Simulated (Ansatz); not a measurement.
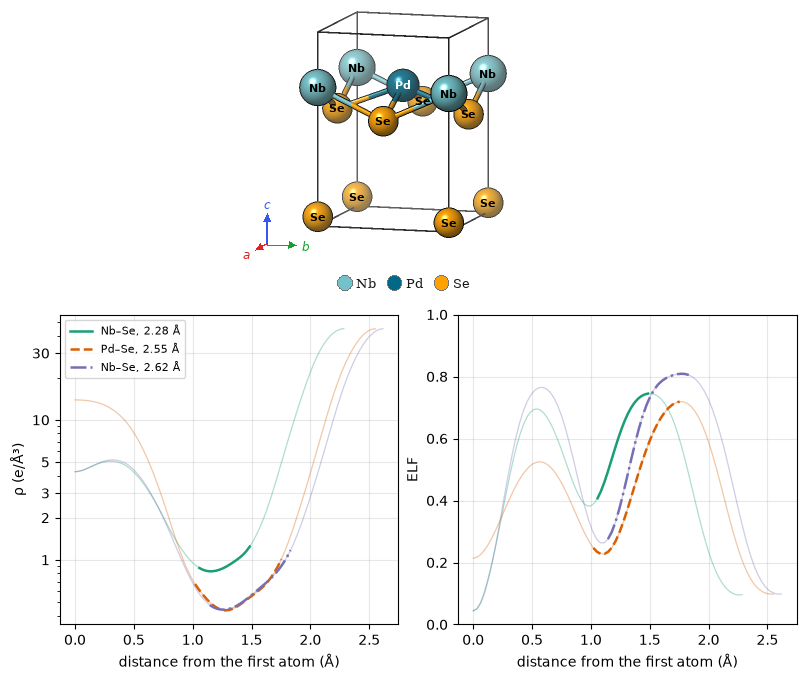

*NbPdSe3. Valence charge density (pseudo) and electron localisation function along straight lines between neighbouring atoms. Thin, pale parts lie inside the atomic spheres. The structure is drawn too.*

Space group P4mm; a structure generated by program, which may or may not match a known phase; not relaxed (largest force 0.5 eV/Å); computed pressure about −4 GPa in this cell; computed without spin polarisation.

Method: DFT LDA, scalar-relativistic, plane waves, PAW (Ansatz).

Core electrons are frozen (PAW), and the valence fields are smoothed inside the atomic spheres.

What can be read from the curves?

Answer. Nb–Se (2.28 Å): the density is about 0.83 e/Å³ at the midpoint; the ELF is about 0.50 at the midpoint.
Pd–Se (2.55 Å): ρ at the midpoint is about 0.44 e/Å³; the ELF is about 0.35 at the midpoint and 0.25 at its lowest between the atoms.
Nb–Se (2.62 Å): ρ at the midpoint is about 0.45 e/Å³; the ELF is about 0.50 at the midpoint.
